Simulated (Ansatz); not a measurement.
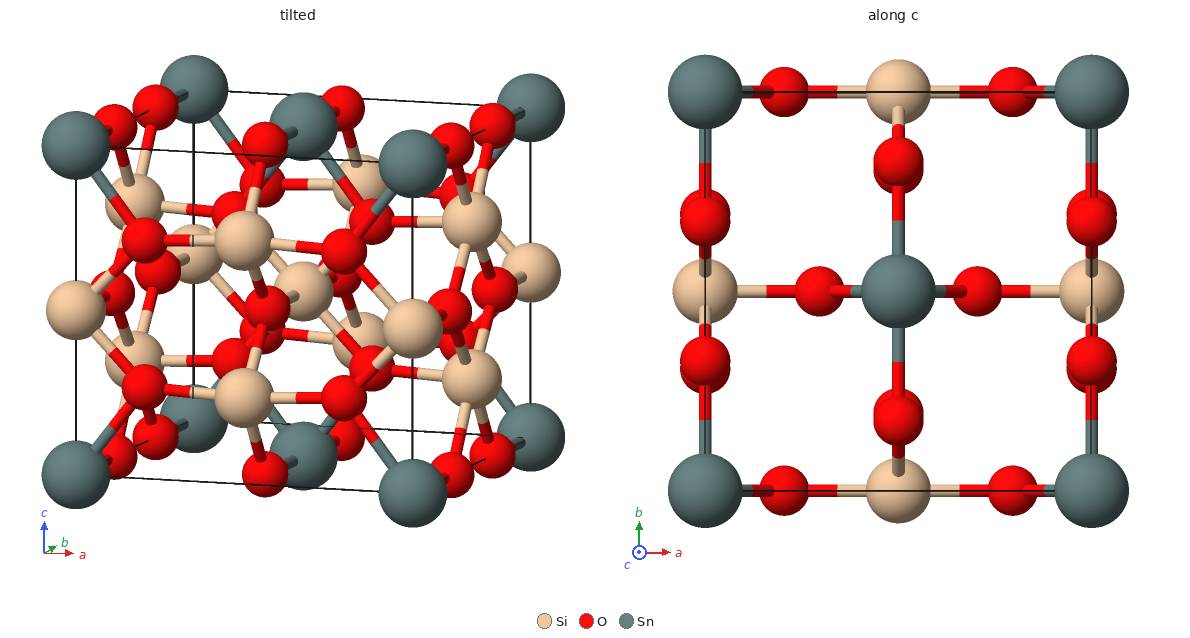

A ball-and-stick picture of a crystal structure, seen slightly off an axis and along the c axis. The lines enclose the conventional unit cell; boundary atoms appear with their images.

Si$_{3}$SnO$_{8}$, space group Cmmm (No. 65), a = 6.020 Å, b = 6.210 Å, c = 5.647 Å, α = 90.00°, β = 90.00°, γ = 90.00°. The structure was taken from a structure type filled with these elements by a generator (whether the compound takes this form wasn't checked). Earlier steps of the study, as a rule a relaxation of our own, may have changed the cell and positions, so they can lie some per cent off the listed ones. An electronic-structure calculation with Ansatz was run on it.

This one geometry was computed with Ansatz (DFT, plane waves, PAW) at five levels of theory: HSE06, PBE, PBE with spin-orbit coupling, PBE0 and r2SCAN. It was relaxed beforehand with r2SCAN.

**Which level gives the highest pressure at this volume, and what does that say about its equilibrium volume?**

Highest: PBE (9.1 GPa) and PBE with spin-orbit coupling (9.0 GPa), which points to the largest equilibrium volume. Lowest, with the smallest volume: HSE06 (-1.8 GPa) and PBE0 (-1.9 GPa). Levels within 0.5 GPa of each other can't be told apart.

**How does the band gap change with the level of theory?**

PBE: a gap of 3.55 eV, direct; PBE with spin-orbit coupling: a gap of 3.56 eV, direct; r2SCAN: a gap of 4.35 eV, direct; HSE06: a gap of 5.52 eV, direct; PBE0: a gap of 6.27 eV, direct.

**Collect the results in a table.**

| level | cutoff (eV) | k-mesh of the run's cell | gap (eV) | pressure (GPa) |
| --- | --- | --- | --- | --- |
| HSE06 | 420 | 4×4×4 | 5.52 | -1.8 |
| PBE | 420 | 6×6×4 | 3.55 | 9.1 |
| PBE with spin-orbit coupling | 420 | 6×6×4 | 3.56 | 9.0 |
| PBE0 | 420 | 4×4×4 | 6.27 | -1.9 |
| r2SCAN | 500 | 6×6×4 | 4.35 | 0.0 |

Gaps are taken on the k-mesh or band path of each run.
